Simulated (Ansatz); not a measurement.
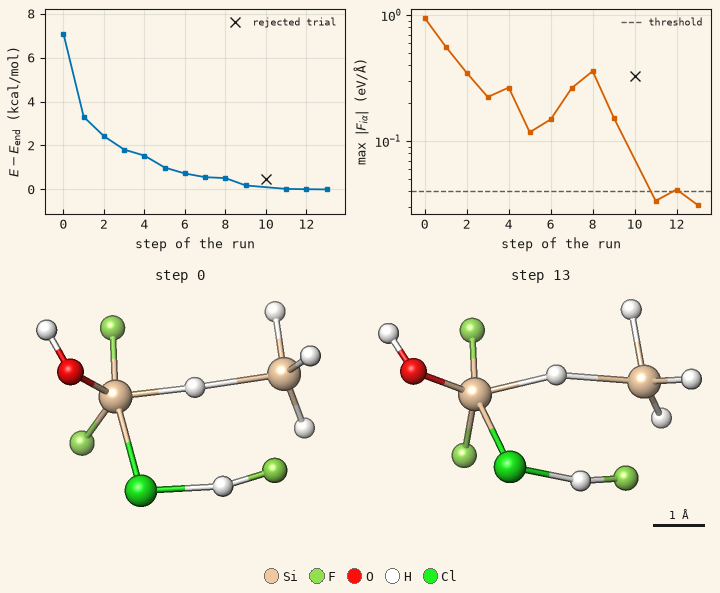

First and last geometry of a constrained relaxation of Si₂H₆OClF₃, with the history of the run. Style: ball-and-stick. Shown at a tilt.

The reaction that was planned forms Si1–Cl7, H6–F9, Si2–H8 and breaks Si1–Si2, H6–Cl7, H8–F9 (atoms numbered from 1 in input order).

Level of theory: RKS PBE0-D4/def2-SVP (Ansatz).

Input
```yaml
crystal:
  periodic: [false, false, false]
  atoms:
    - {symbol: Si, position_ang: [-0.994600, 0.964700, -0.330600]}
    - {symbol: Si, position_ang: [1.030000, -1.742800, -0.199000]}
    - {symbol: F, position_ang: [-1.261800, 0.409700, -1.853500]}
    - {symbol: F, position_ang: [-2.495100, 0.674900, 0.148500]}
    - {symbol: O, position_ang: [-0.544000, 2.475300, -0.670900]}
    - {symbol: H, position_ang: [0.603600, 0.108300, 2.029600]}
    - {symbol: Cl, position_ang: [-0.389100, 1.380000, 1.826300]}
    - {symbol: H, position_ang: [0.022600, -0.240700, -0.217800]}
    - {symbol: F, position_ang: [1.200100, -0.799600, 1.874900]}
    - {symbol: H, position_ang: [2.388900, -1.240400, -0.130100]}
    - {symbol: H, position_ang: [0.337300, -2.661000, 0.682300]}
    - {symbol: H, position_ang: [0.743600, -2.120100, -1.592800]}
    - {symbol: H, position_ang: [-0.641500, 2.791900, -1.566800]}
basis:
  gaussian: {orbitals: def2-SVP}
hamiltonian: {xc: pbe0, dispersion: d4}
relax: {f_tol: 0.04, max_steps: 150, escape_saddle: false, constraints: [{distance: [0, 6]}, {distance: [5, 8]}, {distance: [1, 7]}, {distance: [0, 1]}, {distance: [5, 6]}, {distance: [7, 8]}]}
```

Command:
```bash
ansatz run in.yaml --threads 4 --pin off --events-out ev --progress --plain --max-ram 66560MiB --backend cpu
```

Q: Did the run converge, and what did it change?

A: It converged. The atom that moves furthest after the best rigid fit is Cl7 (0.74 Å). By element the largest moves are Cl 0.74 Å, H 0.63 Å, F 0.58 Å, O 0.36 Å, Si 0.16 Å. Among the contacts that change: Si2–F9 2.285 → 2.050 Å, Si1–H8 1.581 → 1.654 Å, Si2–H10 1.450 → 1.483 Å, Si2–H12 1.472 → 1.502 Å. Bond angles that change, for instance: Si1–H8–Si2 172.8° → 155.4°, H8–Si2–H12 95.4° → 80.7°, H8–Si2–H11 105.4° → 119.1°. The energy falls by 7.09 kcal/mol in 12 accepted moves (13 points after the start). The largest force component goes from 0.95 to 0.031 eV/Å. The line search rejected the trial step at point 10 of the run.
